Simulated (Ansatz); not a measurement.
## twin(10-13) boundary in hcp Ru, starting shift (0.33, 0): structure and resistance

How much does the twin(10-13) boundary in hcp Ru, starting shift (0.33, 0) reflect electrons?

Calculated with Ansatz 0.2.0; Ansatz plane-wave DFT, PBE, PAW files; relaxation of a bicrystal slab with its lowest layers held; PAW set soft_1, in the first sound run; inputs show where later runs differ.

**1. The starting structure**

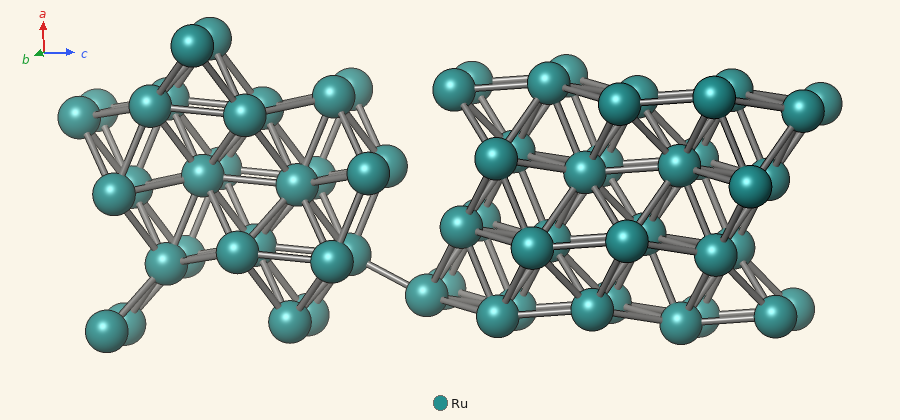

The cell as given, from the side, with the c axis across the page (ruthenium teal). 1×2×1 cells are drawn.

The cell holds 32 atoms: 32 Ru. Its edges and angles: a = 8.342 Å, b = 2.706 Å, c = 31.316 Å, α = 90.0°, β = 90.0°, γ = 80.7°. It derives from Ru. built on the (1 0 3) plane; 2 overlapping atoms removed and the grains opened by 0 Å. Vacuum lies along c.

**2. Relaxing the bicrystal**

The boundary is built by mirroring the lower grain in the boundary plane and removing any atoms that overlap. A thin bicrystal slab is relaxed first, with the lowest layers held and the upper grain free to shift and open.

File input.yaml:

```yaml
crystal:
  lattice:
    - [8.3417110409, 0.0, 0.0]
    - [0.4388400416, 2.669976228, 0.0]
    - [0.0, 0.0, 31.3163062302]
  atoms:
    - { symbol: Ru, position: [0.708785593, 0.1039405368, 0.1596612309] }
    - { symbol: Ru, position: [0.0061764829, 0.955245092, 0.1920984955] }
    - { symbol: Ru, position: [0.4656546609, 0.7255060029, 0.1985859484] }
    - { symbol: Ru, position: [0.7630455507, 0.576810558, 0.231023213] }
    - { symbol: Ru, position: [0.2225237287, 0.3470714689, 0.2375106659] }
    - { symbol: Ru, position: [0.5199146185, 0.1983760241, 0.2699479305] }
    - { symbol: Ru, position: [0.9793927965, 0.968636935, 0.2764353835] }
    - { symbol: Ru, position: [0.2767836864, 0.8199414902, 0.3088726481] }
    - { symbol: Ru, position: [0.7362618643, 0.5902024011, 0.315360101] }
    - { symbol: Ru, position: [0.0336527542, 0.4415069563, 0.3477973656] }
    - { symbol: Ru, position: [0.4931309322, 0.2117678672, 0.3542848185] }
    - { symbol: Ru, position: [0.790521822, 0.0630724224, 0.3867220831] }
    - { symbol: Ru, position: [0.25, 0.8333333333, 0.393209536] }
    - { symbol: Ru, position: [0.5473908898, 0.6846378885, 0.4256468006] }
    - { symbol: Ru, position: [0.120521822, 0.0630724224, 0.4645715181] }
    - { symbol: Ru, position: [0.8231309322, 0.2117678672, 0.4970087828] }
    - { symbol: Ru, position: [0.3636527542, 0.4415069563, 0.5034962357] }
    - { symbol: Ru, position: [0.0662618643, 0.5902024011, 0.5359335003] }
    - { symbol: Ru, position: [0.6067836864, 0.8199414902, 0.5424209532] }
    - { symbol: Ru, position: [0.3093927965, 0.968636935, 0.5748582178] }
    - { symbol: Ru, position: [0.8499146185, 0.1983760241, 0.5813456707] }
    - { symbol: Ru, position: [0.5525237287, 0.3470714689, 0.6137829353] }
    - { symbol: Ru, position: [0.0930455507, 0.576810558, 0.6202703882] }
    - { symbol: Ru, position: [0.7956546609, 0.7255060029, 0.6527076528] }
    - { symbol: Ru, position: [0.3361764829, 0.955245092, 0.6591951058] }
    - { symbol: Ru, position: [0.038785593, 0.1039405368, 0.6916323704] }
    - { symbol: Ru, position: [0.5793074151, 0.3336796259, 0.6981198233] }
    - { symbol: Ru, position: [0.2819165252, 0.4823750707, 0.7305570879] }
    - { symbol: Ru, position: [0.8224383472, 0.7121141598, 0.7370445408] }
    - { symbol: Ru, position: [0.5250474574, 0.8608096046, 0.7694818054] }
    - { symbol: Ru, position: [0.0655692794, 0.0905486937, 0.7759692583] }
    - { symbol: Ru, position: [0.7681783896, 0.2392441385, 0.8084065229] }
kpoints:
  mp_grid: { grid: [3, 9, 1] }
hamiltonian:
  xc: pbe
  pseudopotentials: { kind: paw, azcp: { folder: soft_1 } }
scf:
  occupations: { method: fermi_dirac, width: 0.1 }
relax:
  f_tol: 0.03
  max_steps: 80
  constraints: [{ sites: [0, 1, 2, 3, 4, 5] }]
```

Launch:

```bash
ansatz run input.yaml --threads 4 --pin off --max-ram 15360MiB --backend cpu --events-out ev --progress --plain --runs-dir out
```

Numbers of over 12 decimals in the logs are rounded to 6 here.

Output:

```text
Engine: ansatz 0.2.0, x86_64-unknown-linux-gnu
Pseudopotentials: kind: paw
Pseudopotential: Ru, paw, valence charge 16, recommended cutoff 420 eV (normal), soft_1/Ru.paw.azcp
Functional definition: PBE
  parameter kappa = 0.804
  parameter beta = 0.066725
  exchange = pbe_x(kappa = kappa, mu = beta*pi^2/3)
  correlation = pbe_c(beta = beta)
Crystal: 32 atoms, lattice volume = 697.482 Å³
Basis set: ecut = 420 eV, 13727 PW (Γ), exchange–correlation on 120×40×432 points (8 copies of the dense FFT grid, shifted against one another)
Bands: 308, of which v1, the nominal top of the filled ones, is band 256 counted from 1 (255 counted from 0)
Symmetry: 1 space group operations
Space group: P1 (ITA 1), of the structure as read, at distance tolerance 8.9e-5 Å
k-points: 14 of 27 (time reversal used)
Non-local potential: Ru, projectors of the file, l = 0: 3, l = 1: 2, l = 2: 2, l = 3: 1
PAW form: soft (Blöchl's): semilocal exchange-correlation on the pseudo side does not see the compensation charge
PAW one-centre angular grid: Ru, 590 points (default); XC on 64 Gauss nodes
Initial density: superposition of atomic densities (neutral atoms: chi_scale 0, normalization atom)
Initial wavefunctions: pseudopotential atomic-orbital guess
Functional: x = pbe(κ = 0.804, μ = 0.219515), c = pbe(β = 0.066725)
SCF iter   1: F=—  HF=-188126.847312 eV  |F-HF|=—  |Δ(HF+E_count)|=         —  Δρ=9.33e-2  dr2=1.37e2  ethr=3.10e-3  ⟨swp⟩=7.3  Hψ=16629  notcnv=0  defer=9
preconditioner: auto → LDOS  [metal: Δε(μ)=0.007 eV  Ē_g=4.847 eV  σ=0.100 eV  W_gap=0.02  n_scr=190 (ndim 8)  ℏωp=22.5 eV  f_vac=0.302  D(μ)=33.08/eV (n_scr^D=294)  β→1.0]
SCF iter   2: F=—  HF=-188129.541650 eV  |F-HF|=—  |Δ(HF+E_count)|=    2.69e0  Δρ=9.81e-2  dr2=9.13e1  ethr=3.10e-3  ⟨swp⟩=4.0  Hψ=11877  notcnv=0  defer=31
SCF iter   3: F=—  HF=-188106.270703 eV  |F-HF|=—  |Δ(HF+E_count)|=    2.33e1  Δρ=7.05e-3  dr2=4.89e-1  ethr=3.10e-3  ⟨swp⟩=3.0  Hψ=10402  notcnv=0  defer=43
SCF iter   4: F=—  HF=-188106.196616 eV  |F-HF|=—  |Δ(HF+E_count)|=   7.41e-2  Δρ=3.32e-3  dr2=1.65e-1  ethr=9.55e-5  ⟨swp⟩=3.4  Hψ=10280  notcnv=0  defer=43
SCF iter   5: F=—  HF=-188106.166792 eV  |F-HF|=—  |Δ(HF+E_count)|=   2.98e-2  Δρ=1.13e-3  dr2=2.17e-2  ethr=3.23e-5  ⟨swp⟩=2.0  Hψ=6102  notcnv=0  defer=43
SCF iter   6: F=—  HF=-188106.169719 eV  |F-HF|=—  |Δ(HF+E_count)|=   2.93e-3  Δρ=4.61e-4  dr2=3.53e-3  ethr=4.25e-6  ⟨swp⟩=2.0  Hψ=6209  notcnv=0  defer=43
SCF iter   7: F=—  HF=-188106.170044 eV  |F-HF|=—  |Δ(HF+E_count)|=   3.26e-4  Δρ=1.51e-4  dr2=6.72e-4  ethr=6.89e-7  ⟨swp⟩=2.6  Hψ=6788  notcnv=0  defer=43
SCF iter   8: F=—  HF=-188106.170008 eV  |F-HF|=—  |Δ(HF+E_count)|=   3.67e-5  Δρ=6.75e-5  dr2=8.75e-5  ethr=1.31e-7  ⟨swp⟩=2.1  Hψ=6184  notcnv=0  defer=43
SCF iter   9: F=—  HF=-188106.170033 eV  |F-HF|=—  |Δ(HF+E_count)|=   2.53e-5  Δρ=3.48e-5  dr2=2.34e-5  ethr=4.39e-9  ⟨swp⟩=5.0  Hψ=15017  notcnv=0
SCF iter  10: F=-188106.170030 eV  HF=-188106.170031 eV  |F-HF|=1.06e-6  |Δ(HF+E_count)|=   1.91e-6  Δρ=1.09e-5  dr2=1.83e-6  ethr=4.39e-9  ⟨swp⟩=4.0  Hψ=11856  notcnv=0
SCF 1 converged in 10 iterations: F = -188106.170030 eV  dr2 = 1.83e-6
  greatest PAW one-centre occupation: 1.000 electrons in one spin orbital (limit 2), on the Ru atom at site 22 (counted from 0), in its partial waves of l = 0
relax step   1: F+E_penalty+E_count = -188106.17003014 eV  Δ(F+E_penalty+E_count) = +0.000e0 eV  max|allowed force component| = 1.159e0 eV/Å  Δτ_max = 0.0000 Å  (10 SCF iters, dr2 threshold 2.25e-5 eV, accepted)
Initial density: handed on by an earlier stage of this run
Initial wavefunctions: those handed on with the density
iter 1 solved again at ethr=2.08e-3 eV; its pass at ethr=3.10e-3 eV (dr2=1.06e1 eV) is discarded
SCF iter   1: F=—  HF=-188107.281271 eV  |F-HF|=—  |Δ(HF+E_count)|=         —  Δρ=1.52e-2  dr2=1.07e1  ethr=2.08e-3  ⟨swp⟩=1.0  Hψ=16069  notcnv=0  defer=27
preconditioner: auto → LDOS  [metal: Δε(μ)=0.009 eV  Ē_g=4.420 eV  σ=0.100 eV  W_gap=0.02  n_scr=190 (ndim 8)  ℏωp=22.5 eV  f_vac=0.306  D(μ)=35.64/eV (n_scr^D=336)  β→1.0]
SCF iter   2: F=—  HF=-188107.079524 eV  |F-HF|=—  |Δ(HF+E_count)|=   2.02e-1  Δρ=6.31e-3  dr2=4.34e-1  ethr=2.08e-3  ⟨swp⟩=2.0  Hψ=4678  notcnv=0  defer=27
SCF iter   3: F=—  HF=-188107.034726 eV  |F-HF|=—  |Δ(HF+E_count)|=   4.48e-2  Δρ=3.92e-3  dr2=1.88e-1  ethr=8.48e-5  ⟨swp⟩=3.0  Hψ=9289  notcnv=0  defer=32
SCF iter   4: F=—  HF=-188106.994267 eV  |F-HF|=—  |Δ(HF+E_count)|=   4.05e-2  Δρ=6.08e-4  dr2=4.99e-3  ethr=3.67e-5  ⟨swp⟩=2.7  Hψ=7701  notcnv=0  defer=32
SCF iter   5: F=—  HF=-188106.994478 eV  |F-HF|=—  |Δ(HF+E_count)|=   2.11e-4  Δρ=1.67e-4  dr2=2.47e-4  ethr=9.75e-7  ⟨swp⟩=2.6  Hψ=7430  notcnv=0  defer=40
SCF iter   6: F=-188106.994507 eV  HF=-188106.994499 eV  |F-HF|=8.22e-6  |Δ(HF+E_count)|=   2.04e-5  Δρ=5.51e-5  dr2=1.95e-5  ethr=1.64e-8  ⟨swp⟩=2.9  Hψ=17218  notcnv=0
SCF 2 converged in 6 iterations: F = -188106.994507 eV  dr2 = 1.95e-5
  greatest PAW one-centre occupation: 1.000 electrons in one spin orbital (limit 2), on the Ru atom at site 28 (counted from 0), in its partial waves of l = 0
relax step   2: F+E_penalty+E_count = -188106.99450696 eV  Δ(F+E_penalty+E_count) = -8.245e-1 eV  max|allowed force component| = 5.561e-1 eV/Å  Δτ_max = 0.1950 Å  (6 SCF iters, dr2 threshold 8.40e-5 eV, accepted)
SCF iter   1: F=—  HF=-188107.970919 eV  |F-HF|=—  |Δ(HF+E_count)|=         —  Δρ=1.75e-2  dr2=1.60e1  ethr=3.10e-3  ⟨swp⟩=5.5  Hψ=10360  notcnv=0  defer=24
preconditioner: auto → LDOS  [metal: Δε(μ)=0.007 eV  Ē_g=4.428 eV  σ=0.100 eV  W_gap=0.02  n_scr=190 (ndim 8)  ℏωp=22.5 eV  f_vac=0.310  D(μ)=35.08/eV (n_scr^D=324)  β→1.0]
SCF iter   2: F=—  HF=-188107.695678 eV  |F-HF|=—  |Δ(HF+E_count)|=   2.75e-1  Δρ=7.94e-3  dr2=6.96e-1  ethr=3.10e-3  ⟨swp⟩=2.0  Hψ=5377  notcnv=0  defer=38
SCF iter   3: F=—  HF=-188107.601609 eV  |F-HF|=—  |Δ(HF+E_count)|=   9.41e-2  Δρ=4.79e-3  dr2=2.95e-1  ethr=1.36e-4  ⟨swp⟩=3.0  Hψ=9504  notcnv=0  defer=38
SCF iter   4: F=—  HF=-188107.549115 eV  |F-HF|=—  |Δ(HF+E_count)|=   5.25e-2  Δρ=7.80e-4  dr2=8.61e-3  ethr=5.77e-5  ⟨swp⟩=2.1  Hψ=7790  notcnv=0  defer=38
SCF iter   5: F=—  HF=-188107.547596 eV  |F-HF|=—  |Δ(HF+E_count)|=   1.52e-3  Δρ=1.91e-4  dr2=3.58e-4  ethr=1.68e-6  ⟨swp⟩=3.0  Hψ=8088  notcnv=0  defer=38
SCF iter   6: F=—  HF=-188107.547673 eV  |F-HF|=—  |Δ(HF+E_count)|=   7.70e-5  Δρ=6.75e-5  dr2=3.02e-5  ethr=6.99e-8  ⟨swp⟩=2.1  Hψ=6999  notcnv=0  defer=38
SCF iter   7: F=-188107.547688 eV  HF=-188107.547692 eV  |F-HF|=3.31e-6  |Δ(HF+E_count)|=   1.89e-5  Δρ=2.28e-5  dr2=7.89e-6  ethr=3.77e-9  ⟨swp⟩=5.0  Hψ=15187  notcnv=0
[...]
relax step   5: F+E_penalty+E_count = -188108.52765557 eV  Δ(F+E_penalty+E_count) = -4.149e-1 eV  max|allowed force component| = 7.247e-1 eV/Å  Δτ_max = 0.1947 Å  (6 SCF iters, dr2 threshold 1.00e-4 eV, accepted)
relax step   6: F+E_penalty+E_count = -188108.96928138 eV  Δ(F+E_penalty+E_count) = -4.416e-1 eV  max|allowed force component| = 2.261e-1 eV/Å  Δτ_max = 0.1949 Å  (7 SCF iters, dr2 threshold 1.00e-4 eV, accepted)
relax step   7: F+E_penalty+E_count = -188109.27974292 eV  Δ(F+E_penalty+E_count) = -3.105e-1 eV  max|allowed force component| = 1.682e-1 eV/Å  Δτ_max = 0.2000 Å  (8 SCF iters, dr2 threshold 4.98e-6 eV, accepted)
relax step   8: F+E_penalty+E_count = -188109.46238969 eV  Δ(F+E_penalty+E_count) = -1.826e-1 eV  max|allowed force component| = 2.696e-1 eV/Å  Δτ_max = 0.1936 Å  (8 SCF iters, dr2 threshold 2.76e-6 eV, accepted)
relax step   9: F+E_penalty+E_count = -188109.58571731 eV  Δ(F+E_penalty+E_count) = -1.233e-1 eV  max|allowed force component| = 7.689e-2 eV/Å  Δτ_max = 0.2000 Å  (6 SCF iters, dr2 threshold 4.02e-5 eV, accepted)
relax step  10: F+E_penalty+E_count = -188109.62317004 eV  Δ(F+E_penalty+E_count) = -3.745e-2 eV  max|allowed force component| = 1.403e-1 eV/Å  Δτ_max = 0.1911 Å  (10 SCF iters, accepted)
relax step  11: F+E_penalty+E_count = -188109.62474495 eV  Δ(F+E_penalty+E_count) = -1.575e-3 eV  max|allowed force component| = 1.231e-1 eV/Å  Δτ_max = 0.0450 Å  (7 SCF iters, dr2 threshold 1.60e-6 eV, accepted)
relax step  12: F+E_penalty+E_count = -188109.62687015 eV  Δ(F+E_penalty+E_count) = -2.125e-3 eV  max|allowed force component| = 2.803e-2 eV/Å  Δτ_max = 0.0172 Å  (5 SCF iters, dr2 threshold 1.17e-5 eV, accepted)
iter 1 solved again at ethr=2.13e-10 eV; its pass at ethr=3.10e-3 eV (dr2=1.09e-6 eV) is discarded
SCF iter   1: F=—  HF=-188109.626875 eV  |F-HF|=—  |Δ(HF+E_count)|=         —  Δρ=1.14e-5  dr2=1.10e-6  ethr=2.13e-10  ⟨swp⟩=2.5  Hψ=10349  notcnv=0  defer=39
preconditioner: auto → LDOS  [metal: Δε(μ)=0.022 eV  Ē_g=4.603 eV  σ=0.100 eV  W_gap=0.05  n_scr=190 (ndim 8)  ℏωp=22.5 eV  f_vac=0.333  D(μ)=32.28/eV (n_scr^D=286)  β→1.0]
SCF iter   2: F=—  HF=-188109.626871 eV  |F-HF|=—  |Δ(HF+E_count)|=   3.71e-6  Δρ=7.19e-6  dr2=7.41e-7  ethr=2.13e-10  ⟨swp⟩=2.8  Hψ=9033  notcnv=0  defer=39
SCF iter   3: F=—  HF=-188109.626871 eV  |F-HF|=—  |Δ(HF+E_count)|=   1.58e-7  Δρ=2.74e-6  dr2=1.25e-7  ethr=1.45e-10  ⟨swp⟩=3.1  Hψ=8776  notcnv=0  defer=39
SCF iter   4: F=-188109.626871 eV  HF=-188109.626871 eV  |F-HF|=0.00e0  |Δ(HF+E_count)|=   3.32e-8  Δρ=8.63e-7  dr2=8.38e-9  ethr=1.95e-11  ⟨swp⟩=4.9  Hψ=12774  notcnv=0
SCF 13 converged in 4 iterations: F = -188109.626871 eV  dr2 = 8.38e-9
relax step  13: F+E_penalty+E_count = -188109.62687088 eV  Δ(F+E_penalty+E_count) = -7.318e-7 eV  max|allowed force component| = 2.803e-2 eV/Å  Δτ_max = 0.0000 Å  (4 SCF iters, accepted)
SCF converged after 4 iterations
Free energy (F): -188109.626871 eV
Harris-Foulkes:  -188109.626871 eV  (|F-HF|=0.00e0)
Internal energy: -188108.556993 eV  (E = F + TS)
E sigma→0 (E₀):  -188109.091932 eV
Entropy (-TS):   -1.069878 eV (-33.434 meV/atom)
Fermi energy:    12.838424 eV
--- Per-component energies (eV) ---
  E_band       = -7123.631508
  E_kinetic    = 14704.441964
  E_local      = -799516.851620  (includes V_loc(G=0)·N_el)
  E_nonlocal   = 13221.381156
  E_hartree    = 390243.915831
  E_xc         = -5425.789364
  E_vxc        = -6859.799721  (∫ρ·V_xc dr)
  E_paw        = -112053.229865  (= ΣΔE_a)
  E_vpaw       = -9160.627037  (= ΣTr[D̂ρ^β])
  E_aug_tail   = 0.020513  (compensation charges beyond the density's cutoff)
  E_ewald      = 310717.554392
  E_smearing   = -1.069878  (= −TS)
  E_closure    = -0.000000  (closes the sum)
  Σ components = -188109.626871   (vs F -188109.626871, Δ=0.00e0)
--- Forces (eV/Å), atoms counted from 1 ---
  atom   1  Ru    -0.11529073     0.02194260     1.02387784
  atom   2  Ru    -0.44236368     0.06809729     0.75755789
  atom   3  Ru     0.61299919    -0.10456064     0.45637279
  atom   4  Ru     0.08324287    -0.00768282    -0.81489049
  atom   5  Ru     0.19691635    -0.02461464    -0.78360579
  atom   6  Ru    -0.34878695     0.05351238    -0.63358594
  atom   7  Ru    -0.00196323    -0.00907601     0.00185497
  atom   8  Ru    -0.00391543     0.00179491    -0.00094784
  atom   9  Ru     0.00846193     0.01255750     0.01096825
  atom  10  Ru     0.00283048     0.00687568     0.01651052
  atom  11  Ru    -0.00496415     0.00218265    -0.00839503
  atom  12  Ru     0.02802577    -0.01991402    -0.01230906
  atom  13  Ru    -0.01039808    -0.00269309    -0.01865926
  atom  14  Ru     0.00658599     0.00656217     0.01021744
  atom  15  Ru    -0.02505894     0.01526188    -0.02116456
  atom  16  Ru     0.00516524    -0.00556602     0.00387257
  atom  17  Ru    -0.00438949    -0.01516659     0.00887337
  atom  18  Ru    -0.00786441    -0.00082271    -0.01777806
  atom  19  Ru    -0.00045839     0.00296034    -0.00128239
  atom  20  Ru     0.01230504     0.00780183     0.02474672
  atom  21  Ru     0.00744947     0.00075972    -0.00217458
  atom  22  Ru    -0.00245224    -0.00190591     0.00181411
  atom  23  Ru    -0.00239772    -0.00471138     0.00765696
  atom  24  Ru     0.00377213    -0.00380780    -0.00141673
  atom  25  Ru    -0.00160439     0.00080720    -0.01394671
  atom  26  Ru     0.00036896     0.00215337    -0.00773559
  atom  27  Ru    -0.00571227     0.00269125    -0.00637851
  atom  28  Ru     0.00721756    -0.00226630     0.00783852
  atom  29  Ru     0.00043647    -0.00032807     0.00458379
  atom  30  Ru    -0.00247909    -0.00086496    -0.00639187
  atom  31  Ru     0.00279376    -0.00109949    -0.00021665
  atom  32  Ru     0.00165957    -0.00090619     0.01417832
  max |Σ_I F_I| component: 1.32e-4 eV/Å
--- Relaxed structure (13 steps of the walk, 13 accepted, 0 SCFs on fresh bases) ---
  F+E_penalty+E_count = -188109.62687088 eV   max|allowed force component| = 2.803e-2 eV/Å
  atoms:
    - { symbol: Ru, position: [0.708786, 0.1039405368, 0.1596612309] }
    - { symbol: Ru, position: [0.00617648, 0.955245092, 0.1920984955] }
    - { symbol: Ru, position: [0.465655, 0.7255060029, 0.198586] }
    - { symbol: Ru, position: [0.763046, 0.576810558, 0.231023] }
    - { symbol: Ru, position: [0.222524, 0.347071, 0.237511] }
    - { symbol: Ru, position: [0.519915, 0.198376, 0.2699479305] }
    - { symbol: Ru, position: [0.977977, 0.969638, 0.276407] }
    - { symbol: Ru, position: [0.275489, 0.820551, 0.308414] }
    - { symbol: Ru, position: [0.735863, 0.590471, 0.315695] }
    - { symbol: Ru, position: [0.027568, 0.444688, 0.351120] }
    - { symbol: Ru, position: [0.488074, 0.214105, 0.353733] }
    - { symbol: Ru, position: [0.783076, 0.067456, 0.386372] }
    - { symbol: Ru, position: [0.257200, 0.830134, 0.390957] }
    - { symbol: Ru, position: [0.533716, 0.691770, 0.427136] }
    - { symbol: Ru, position: [0.023012, -0.052141, 0.439253] }
    - { symbol: Ru, position: [0.736479, 0.090678, 0.471207] }
    - { symbol: Ru, position: [0.283746, 0.318012, 0.468411] }
    - { symbol: Ru, position: [-0.011226, 0.465150, 0.508737] }
    - { symbol: Ru, position: [0.524943, 0.696862, 0.513504] }
    - { symbol: Ru, position: [0.231283, 0.843529, 0.545028] }
    - { symbol: Ru, position: [0.770239, 0.074752, 0.554365] }
    - { symbol: Ru, position: [0.471063, 0.223954, 0.586027] }
    - { symbol: Ru, position: [0.016554, 0.451340, 0.592478] }
    - { symbol: Ru, position: [0.717936, 0.601141, 0.625341] }
    - { symbol: Ru, position: [0.259189, 0.830301, 0.631563] }
    - { symbol: Ru, position: [-0.039371, -0.020545, 0.664021] }
    - { symbol: Ru, position: [0.499252, 0.210178, 0.670585] }
    - { symbol: Ru, position: [0.205573, 0.357365, 0.705088] }
    - { symbol: Ru, position: [0.746219, 0.587074, 0.710654] }
    - { symbol: Ru, position: [0.453118, 0.733194, 0.740220] }
    - { symbol: Ru, position: [-0.014822, -0.032706, 0.745673] }
    - { symbol: Ru, position: [0.684569, 0.118212, 0.777899] }
```

Wall time 13 min (4 threads of Intel Xeon Platinum 8488C (Sapphire Rapids), shared host); peak memory 5 GiB; 53 min of CPU time.

(Continued in part 2 of 2.)

[Logs are printed without paths, hosts, clocks, repeated set-up lines and the standing remarks that a program may print on its own settings, such as how far it seeks lower states.]

[Hosts, paths, dates, database ids (printed as entryN), source tags and the programs' standing remarks are cut or masked in the printed files.]
